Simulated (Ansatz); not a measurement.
## Electronic structure of C2H5NO (SMILES N=CCO) in real space

Input file:

```
crystal:
  periodic: [false, false, false]
  atoms:
    - {symbol: N, position_ang: [-0.887561, 0.489140, -1.032377]}
    - {symbol: C, position_ang: [-0.477128, 0.507918, 0.161303]}
    - {symbol: C, position_ang: [0.636762, -0.407064, 0.551089]}
    - {symbol: O, position_ang: [1.077355, -1.182458, -0.514638]}
    - {symbol: H, position_ang: [-1.645684, 1.144684, -1.200435]}
    - {symbol: H, position_ang: [-0.883030, 1.155746, 0.946656]}
    - {symbol: H, position_ang: [1.456627, 0.204879, 0.959134]}
    - {symbol: H, position_ang: [0.286154, -1.040409, 1.381210]}
    - {symbol: H, position_ang: [0.525105, -0.918936, -1.269142]}
basis:
  gaussian: {orbitals: def2-TZVPP}
hamiltonian: {xc: pbe0, dispersion: d4}
output: {orbitals: {seedname: orbitals}}
```

Run with:

```sh
ansatz run in.yaml --threads 2 --pin off --events-out ev --progress --plain --max-ram 4352MiB
```

Geometry: PBE0-D4/def2-TZVP.

All numbers below come from RKS PBE0-D4/def2-TZVPP (Ansatz 0.2.0).

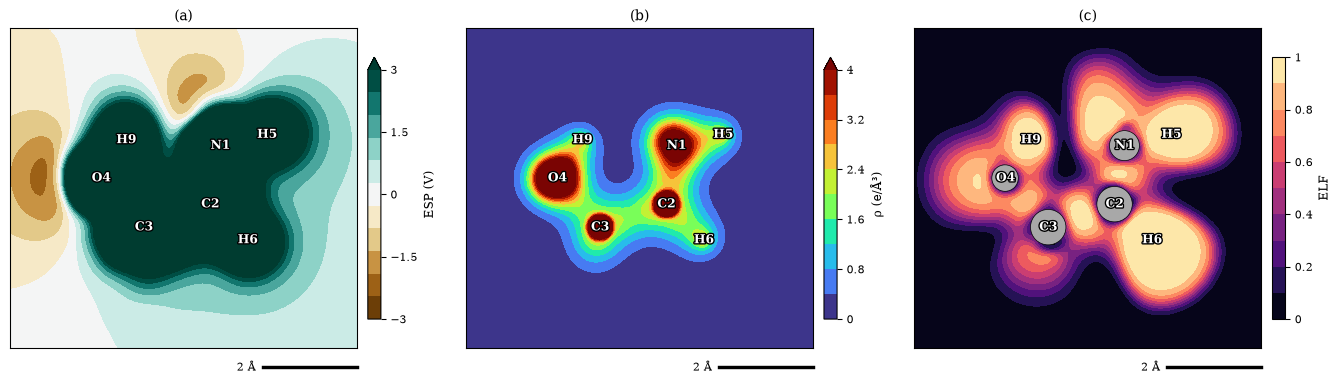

Figure 1. (a) electrostatic potential; (b) total electron density; (c) electron localisation function on the plane of atoms C3, O4 and H9. Grey discs cover the atomic cores in the ELF map.

Question: Interpret the plot.

Answer:
- The section cuts through N, C, O and H sites.
- C–N (1.26 Å): the density is about 2.9 e/Å³ at the midpoint; the ELF peaks at about 0.90 between the atoms: a multiple bond.
- C–O (1.39 Å): the density is about 2.2 e/Å³ at the midpoint, with its minimum of 1.9 e/Å³ about 0.5 Å from C; the ELF peaks at about 0.85 between the atoms, as expected for a shared but strongly polarised pair.
- C–C (1.49 Å): ρ is about 1.8 e/Å³ halfway; the ELF peaks at about 0.95 between the atoms; a shared electron pair.
- O–H (0.97 Å): ρ is about 3.8 e/Å³ halfway; the ELF climbs to about 1 towards the hydrogen, as it does in any bond to H (an ordinary covalent bond to hydrogen).
- N–H (1.02 Å): ρ is about 2.9 e/Å³ halfway; the ELF climbs to about 1 towards the hydrogen: an ordinary covalent bond to hydrogen.
- The ELF also peaks beside O4 and N1, away from the bonds: lone-pair regions.
- Outside the dense part of the molecule the potential is most negative (−2.1 V) near O4.

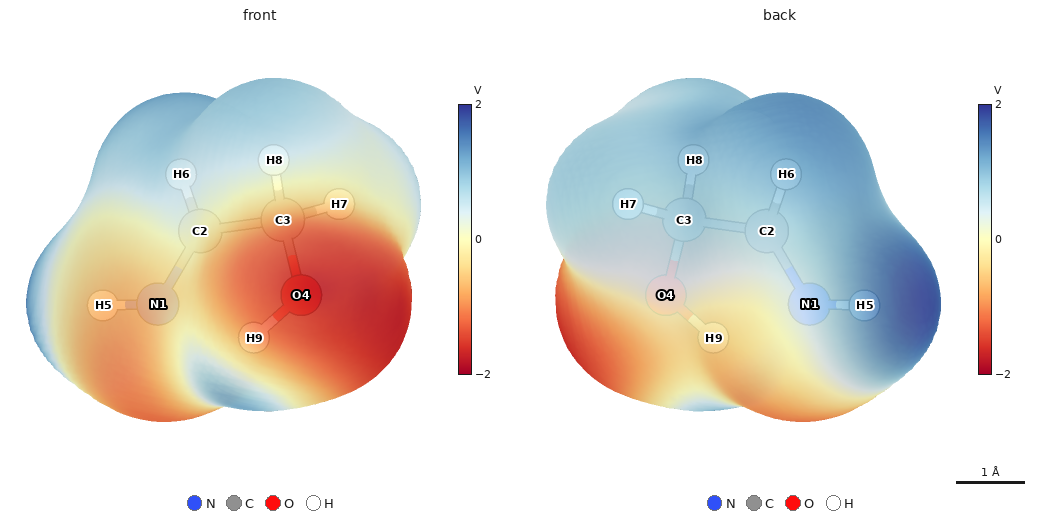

Figure 2. The molecular electrostatic potential painted on the density surface at 0.002 e/bohr³, seen from the front and from behind; the colour scale runs from red (negative) to blue (positive).

Question: Which sites attract a positive test charge, and which a negative one?

Answer: A positive charge is drawn to the negative regions and a negative charge to the positive ones. The most negative region (about −1.7 V) lies over O4, the most positive (about +1.8 V) over H5. O4 is the likeliest acceptor of a hydrogen bond.

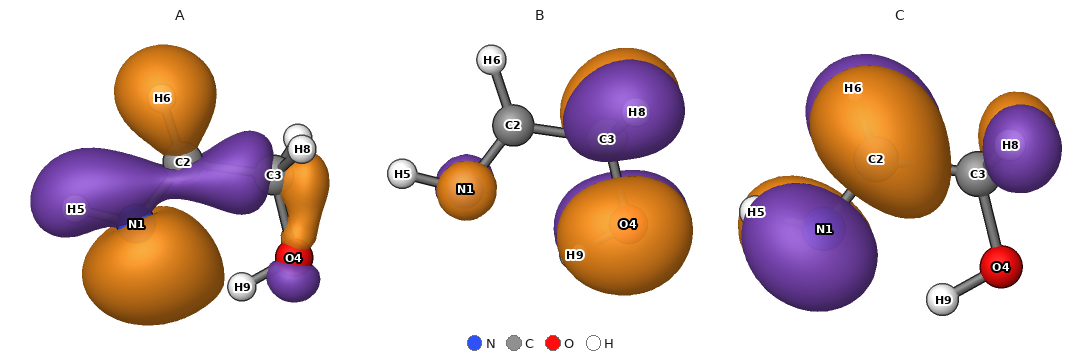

Figure 3. Three frontier orbitals at ±0.1 Å⁻³ᐟ² (orange and purple are the two phases), in no order.

Question: Order the three orbitals by energy and name them.

Answer: A is the HOMO−1 (−8.32 eV). It lies mainly on N1 (about 60 %), C2 (about 15 %), H6 (about 10 %), H5 (about 5 %) and C3 (about 5 %). B is the HOMO (−7.82 eV). It lies mainly on O4 (about 65 %), C3 (about 15 %), H7 (about 5 %) and H8 (about 5 %). C is the LUMO (−0.42 eV). Its weight (Hirshfeld) is mainly on C2 (about 40 %), N1 (about 35 %) and C3 (about 5 %); π-antibonding (π*) across C2–N1.

Question: What is the HOMO–LUMO gap?

Answer: 7.40 eV between the orbital energies.
